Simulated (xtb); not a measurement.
# Run report: GeHCl₂O, frequency calculation

System: GeHCl₂O, multiplicity 2, SMILES [OH][Ge]([Cl])[Cl].
Method: GFN0-xTB (xtb 6.7.1).

The geometry was optimised with GFN0-xTB.

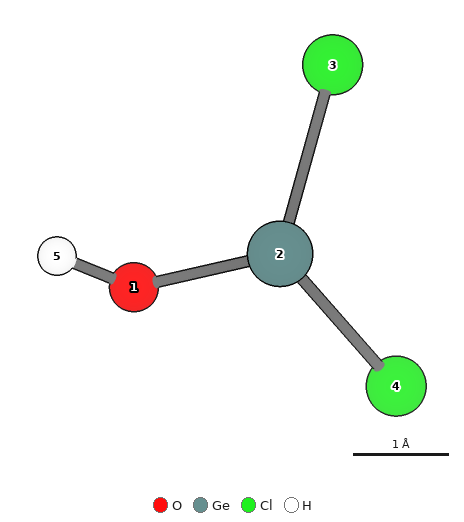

Figure 1. The structure as given in the input (ball-and-stick view, seen on its broad side; atoms are numbered from 1 in the order of the input). Sticks mark near contacts. Bond lengths as drawn: Cl–Ge 2.19 to 2.22 Å, Ge–O 1.75 Å and H–O 0.95 Å.

Summary

- outcome: converged
- electrons treated: 25
- total energy: −14.425962 hartree
- dispersion energy: −0.001383 hartree
- basis functions: 36
- zero-point energy: 0.013510 hartree
- dipole moment: 3.19 D
- wavenumbers, lowest and highest: 116 and 3528 cm⁻¹
- hardware: 1 thread of Arm Neoverse V1, 24 GiB of memory available, shared host
- peak memory: 0.073 GiB

The input (coord)
```
$coord
      0.178144481768      2.157179063044     -0.539252246923  o
     -0.775033375493     -0.599988044569      1.018751353786  ge
      2.704311467907     -2.942549240439      1.141186709400  cl
     -2.957648152174     -2.257315650388     -2.075996428730  cl
      0.944333938998      3.503401056966      0.377075950908  h
$end
```

Run as:
```bash
xtb coord --gfn0 --hess --uhf 1 --parallel 1 | tee run.log
```

What the program printed
```
* xtb version 6.7.1
   ID    Z sym.   atoms
    1    8 o      1
    2   32 ge     2
    3   17 cl     3, 4
    4    1 h      5

           -------------------------------------------------
          |                Calculation Setup                |
           -------------------------------------------------

          program call               : xtb coord --gfn0 --hess --uhf 1 --parallel 1
          coordinate file            : coord
          omp threads                :                     1

########################################################################
[WARNING] Please study the warnings concerning your input carefully
-1- prog_main_parseArguments: The use of '--gfn0' is discouraged, please use '--gfn 0' next time
########################################################################

           -------------------------------------------------
          |                 G F N 0 - x T B                 |
           -------------------------------------------------

      * Hamiltonian:
        H0-scaling (s, p, d)           2.000000    2.486800    2.270000
        zeta-weighting                 1.000000
      * Dispersion:
        s8                             2.850000
        a1                             0.800000
        a2                             4.600000
        s9                             0.000000
      * Repulsion:
        kExp                           1.500000
        rExp                           1.000000
      * Coulomb:
        alpha                          0.000000
        third order                    atomic
        anisotropic                    false
      * Polar bond correction:
        rad-shift                      0.053700
        strength                      -0.012900
        en-exp                         3.484700
        en-scale                       0.509700

          ...................................................
          :                      SETUP                      :
          :.................................................:
          :  # basis functions                  36          :
          :  # atomic orbitals                  33          :
          :  # shells                           13          :
          :  # electrons                        25          :
          :  electronic temp.          300.0000000     K    :
          :  accuracy                    1.0000000          :
          :  -> integral cutoff          0.2500000E+02      :
          :  -> integral neglect         0.1000000E-07      :
          ...................................................
  Checking positiv definite overlap ...  done.

         #    Occupation            Energy/Eh            Energy/eV
      -------------------------------------------------------------
         1        2.0000           -0.9707446             -26.4153
       ...           ...                  ...                  ...
         7        2.0000           -0.4732908             -12.8789
         8        2.0000           -0.4626154             -12.5884
         9        2.0000           -0.4562250             -12.4145
        10        2.0000           -0.4532251             -12.3329
        11        2.0000           -0.4474090             -12.1746
        12        2.0000           -0.4336626             -11.8006
        13        1.0000           -0.3743167             -10.1857 (HOMO)
        14                         -0.1935495              -5.2668 (LUMO)
        15                         -0.1739423              -4.7332
        16                         -0.1639252              -4.4606
        17                         -0.1073606              -2.9214
        18                         -0.0655141              -1.7827
       ...                                ...                  ...
        33                          0.8575934              23.3363
      -------------------------------------------------------------
                  HL-Gap            0.1807672 Eh            4.9189 eV
             Fermi-level            0.0000000 Eh            0.0000 eV

 EHT (total)                   0 d,  0 h,  0 min,  0.002 sec
 EHT setup                      ...        0 min,  0.000 sec (  2.369%)
 Coordination number            ...        0 min,  0.000 sec (  0.671%)
 EEQ model density              ...        0 min,  0.000 sec (  0.773%)
 D4 Dispersion                  ...        0 min,  0.000 sec (  4.270%)
 Integral evaluation            ...        0 min,  0.000 sec ( 23.938%)
 Cholesky factorization         ...        0 min,  0.000 sec (  2.249%)
 Zeroth order Hamiltonian       ...        0 min,  0.000 sec ( 16.709%)
 Gradient calculation           ...        0 min,  0.001 sec ( 39.716%)

         :::::::::::::::::::::::::::::::::::::::::::::::::::::
         ::                     SUMMARY                     ::
         :::::::::::::::::::::::::::::::::::::::::::::::::::::
         :: total energy             -14.425962011968 Eh    ::
         :: gradient norm              0.000087241255 Eh/a0 ::
         :: HOMO-LUMO gap              4.918926182815 eV    ::
         ::.................................................::
         :: H0 energy                -14.306746268820 Eh    ::
         :: repulsion energy           0.029469472234 Eh    ::
         :: electrostat energy        -0.147302622977 Eh    ::
         :: -> Gsolv                   0.000000000000 Eh    ::
         ::    -> Gsasa                0.000000000000 Eh    ::
         ::    -> Gshift               0.000000000000 Eh    ::
         :: dispersion energy         -0.001382592404 Eh    ::
         :: short-range corr.          0.000000000000 Eh    ::
         :: add. restraining           0.000000000000 Eh    ::
         :: total charge               0.000000000000 e     ::
         :::::::::::::::::::::::::::::::::::::::::::::::::::::

           -------------------------------------------------
          |                Numerical Hessian                |
           -------------------------------------------------
step length          :   0.00500
SCC accuracy         :   0.30000
Hessian scale factor :   1.00000
frozen atoms in %    :   0.00000    0
RMS gradient         :   0.00009
estimated CPU  time      0.00 min

writing file <hessian>, containing the non-mass-weighted Hessian matrix in atomic units (Eₕ/Bohr²).

 projected vibrational frequencies (cm⁻¹)
eigval :       -0.00    -0.00    -0.00    -0.00     0.00     0.00
eigval :      116.10   152.98   175.82   220.36   253.77   291.62
eigval :      452.64   739.21  3527.69
           -------------------------------------------------
          |                Property Printout                |
           -------------------------------------------------

    * Orbital Energies and Occupations

         #    Occupation            Energy/Eh            Energy/eV
      -------------------------------------------------------------
         1        2.0000           -0.9707446             -26.4153
         2        2.0000           -0.9705172             -26.4091
         3        2.0000           -0.6940754             -18.8868
         4        2.0000           -0.6028514             -16.4044
         5        2.0000           -0.5185469             -14.1104
         6        2.0000           -0.4830515             -13.1445
         7        2.0000           -0.4732908             -12.8789
         8        2.0000           -0.4626154             -12.5884
         9        2.0000           -0.4562250             -12.4145
        10        2.0000           -0.4532251             -12.3329
        11        2.0000           -0.4474090             -12.1746
        12        2.0000           -0.4336626             -11.8006
        13        1.0000           -0.3743167             -10.1857 (HOMO)
        14                         -0.1935495              -5.2668 (LUMO)
        15                         -0.1739423              -4.7332
Molecule has no symmetry elements
It seems to be the C1 point group
        16                         -0.1639252              -4.4606
        17                         -0.1073606              -2.9214
        18                         -0.0655141              -1.7827
        19                         -0.0653068              -1.7771
        20                         -0.0648094              -1.7636
        21                         -0.0641858              -1.7466
        22                         -0.0637205              -1.7339
        23                         -0.0618780              -1.6838
        24                         -0.0605246              -1.6470
       ...                                ...                  ...
        33                          0.8575934              23.3363
      -------------------------------------------------------------
                  HL-Gap            0.1807672 Eh            4.9189 eV
             Fermi-level            0.0000000 Eh            0.0000 eV

     #   Z          covCN         q      C6AA      α(0)
     1   8          1.587    -0.627    25.672     6.851
     2  32          2.401     0.705   229.195    29.880
     3  17          0.807    -0.225   104.132    15.598
     4  17          0.811    -0.205   103.506    15.551
     5   1          0.808     0.351     0.584     1.200

 Mol. C6AA /au·bohr⁶  :       1680.801882
 Mol. C8AA /au·bohr⁸  :      89900.233540
 Mol. α(0) /au        :         69.080216

Wiberg/Mayer (AO) data.
largest (>0.10) Wiberg bond orders for each atom

 ---------------------------------------------------------------------------
     #   Z sym  total        # sym  WBO       # sym  WBO       # sym  WBO
 ---------------------------------------------------------------------------
     1   8      2.315 --     2      1.163     5      0.965     3      0.101
     2  32      3.291 --     1      1.163     4      1.077     3      1.042
     3  17      1.227 --     2      1.042     1      0.101
     4  17      1.252 --     2      1.077
     5   1      0.981 --     1      0.965
 ---------------------------------------------------------------------------

Topologies differ in total number of bonds
Writing topology from bond orders to xtbtopo.mol

 dipole moment from electron density (au)
     X       Y       Z
  -0.0359   0.9488   0.8225  total (Debye):    3.193

           -------------------------------------------------
          |               Frequency Printout                |
           -------------------------------------------------
 projected vibrational frequencies (cm⁻¹)
eigval :       -0.00    -0.00    -0.00    -0.00     0.00     0.00
eigval :      116.10   152.98   175.82   220.36   253.77   291.62
eigval :      452.64   739.21  3527.69
 reduced masses (amu)
    1:     16.11    2:     11.85    3:     38.49    4:     31.19    5:     35.17    6:     33.24
    7:     16.42    8:     15.19    9:      9.43   10:      1.29   11:      6.22   12:     27.42
   13:     14.91   14:      1.11   15:      1.07
 IR intensities (km·mol⁻¹)
    1:      1.43    2:      2.93    3:      0.26    4:      0.81    5:      1.44    6:      0.06
    7:      5.13    8:     11.27    9:      2.27   10:     71.55   11:     25.66   12:      1.46
   13:      8.17   14:    100.54   15:     26.29
 Raman intensities (Ä⁴*amu⁻¹)
    1:      0.00    2:      0.00    3:      0.00    4:      0.00    5:      0.00    6:      0.00
    7:      0.00    8:      0.00    9:      0.00   10:      0.00   11:      0.00   12:      0.00
   13:      0.00   14:      0.00   15:      0.00
 output can be read by thermo (or use thermo option).
 writing <g98.out> molden fake output.
 recommended (thermochemical) frequency scaling factor: 1.0
           -------------------------------------------------
          |             Thermodynamic Functions             |
           -------------------------------------------------

c1  symmetry found (for desy threshold:  0.10E+00) used in thermo

          ...................................................
          :                      SETUP                      :
          :.................................................:
          :  # frequencies                           9      :
          :  # imaginary freq.                       0      :
          :  linear?                             false      :
          :  only rotor calc.                    false      :
          :  symmetry                               c1      :
          :  rotational number                       1      :
          :  scaling factor                  1.0000000      :
          :  rotor cutoff                   50.0000000 cm⁻¹ :
          :  imag. cutoff                  -20.0000000 cm⁻¹ :
          :.................................................:

    mode    ω/cm⁻¹     T·S(HO)/kcal·mol⁻¹    T·S(FR)/kcal·mol⁻¹   T·S(vib)
   ------------------------------------------------------------------------
       1    116.10    -0.94345 ( 96.67%)    -0.80681 (  3.33%)    -0.93891
       2    152.98    -0.78559 ( 98.87%)    -0.72513 (  1.13%)    -0.78491
       3    175.82    -0.70732 ( 99.35%)    -0.68392 (  0.65%)    -0.70716
       4    220.36    -0.58323 ( 99.74%)    -0.61706 (  0.26%)    -0.58331
       5    253.77    -0.50812 ( 99.85%)    -0.57525 (  0.15%)    -0.50822
       6    291.62    -0.43665 ( 99.91%)    -0.53407 (  0.09%)    -0.43673
   ------------------------------------------------------------------------

   temp. (K)  partition function   enthalpy   heat capacity  entropy
                                   cal/mol     cal/K/mol   cal/K/mol   J/K/mol
 298.15  VIB   25.9                 2348.728     13.023     14.330
         ROT  0.245E+06              888.727      2.981     27.640
         INT  0.635E+07             3237.455     16.004     41.970
         TR   0.622E+26             1481.212      4.968     41.129
         TOT                        4718.6675    20.9721    83.0993   347.6874

       T/K    H(0)-H(T)+PV         H(T)/Eh          T*S/Eh         G(T)/Eh
   ------------------------------------------------------------------------
    298.15    0.751968E-02    0.210296E-01    0.394832E-01   -0.184535E-01
   ------------------------------------------------------------------------

         :::::::::::::::::::::::::::::::::::::::::::::::::::::
         ::                  THERMODYNAMIC                  ::
         :::::::::::::::::::::::::::::::::::::::::::::::::::::
         :: total free energy         -14.444415533816 Eh   ::
         ::.................................................::
         :: total energy              -14.425962011968 Eh   ::
         :: zero point energy           0.013509959361 Eh   ::
         :: G(RRHO) w/o ZPVE           -0.031963481209 Eh   ::
         :: G(RRHO) contrib.           -0.018453521848 Eh   ::
         :::::::::::::::::::::::::::::::::::::::::::::::::::::

           -------------------------------------------------
          | TOTAL ENERGY              -14.425962011968 Eh   |
          | TOTAL ENTHALPY            -14.404932377320 Eh   |
          | TOTAL FREE ENERGY         -14.444415533816 Eh   |
          | GRADIENT NORM               0.000087241255 Eh/α |
          | HOMO-LUMO GAP               4.918926182815 eV   |
           -------------------------------------------------

------------------------------------------------------------------------
------------------------------------------------------------------------
 total:
 *  cpu-time:     0 d,  0 h,  0 min,  0.055 sec
 * ratio c/w:     1.000 speedup
 SCF:
 *  cpu-time:     0 d,  0 h,  0 min,  0.002 sec
 * ratio c/w:     0.999 speedup
 analytical hessian:
 *  cpu-time:     0 d,  0 h,  0 min,  0.044 sec
 * ratio c/w:     1.000 speedup
```

File vibspectrum
```
$vibrational spectrum
#  mode     symmetry     wave number   IR intensity    selection rules
#                         cm**(-1)      (km*mol⁻¹)        IR
     1                      -0.00         0.00000          -
     2                      -0.00         0.00000          -
     3                      -0.00         0.00000          -
     4                      -0.00         0.00000          -
     5                       0.00         0.00000          -
     6                       0.00         0.00000          -
     7        a            116.10         5.12880         YES
     8        a            152.98        11.26742         YES
     9        a            175.82         2.26741         YES
    10        a            220.36        71.54518         YES
    11        a            253.77        25.66486         YES
    12        a            291.62         1.46026         YES
    13        a            452.64         8.17147         YES
    14        a            739.21       100.54142         YES
    15        a           3527.69        26.28594         YES
$end
```

Standard error
```
normal termination of xtb
```

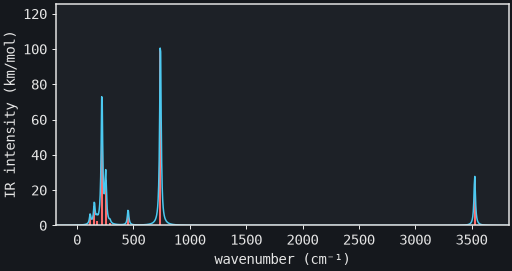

Figure 2. Harmonic infrared spectrum, unscaled: sticks (degenerate modes added up, dark ones marked on the axis) with a Lorentzian envelope of 16 cm⁻¹ full width, scaled to the tallest stick. 9 modes from 116 to 3528 cm⁻¹, none imaginary. The strongest line is at 739 cm⁻¹ (101 km/mol). All modes, in cm⁻¹ (km/mol): 116 (5.1), 153 (11.3), 176 (2.3), 220 (72), 254 (26), 292 (1.5), 453 (8.2), 739 (101), 3528 (26).
